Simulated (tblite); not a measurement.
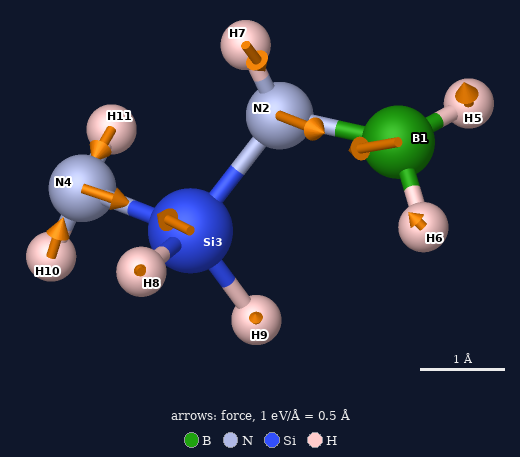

Starting geometry of BSiN2H7 with the computed forces as orange arrows. A ball-and-stick model, seen at a tilt.

All numbers below come from tblite 0.8.0, GFN2-xTB geometry optimisation, gas phase. 

Question: Is this structure relaxed? If not, where do the atoms go?

Answer: It isn't relaxed: the largest force vector, on N2, is 2.04 eV/Å. The final displacements follow the starting forces only in part (cosine between the two patterns 0.35). The largest move after the best rigid fit is that of H5, 0.99 Å. By element the largest moves are H 0.99 Å, N 0.28 Å, Si 0.18 Å, B 0.03 Å. Some distances before and after: B1–N2 1.508 → 1.390 Å, Si3–N4 1.814 → 1.726 Å, N4–H10 1.036 → 1.006 Å, N2–H7 1.032 → 1.010 Å. Among the angles between lasting bonds that change: B1–N2–Si3 115.8° → 130.3°, N4–Si3–H9 107.0° → 116.8°, Si3–N4–H11 111.9° → 118.8°. Groups turn about Si3–N4 by about 25°. The energy falls by 1.175 eV in 60 geometry steps. Cost: 0.39 s on 1 thread of Arm Neoverse N1, on a shared host.
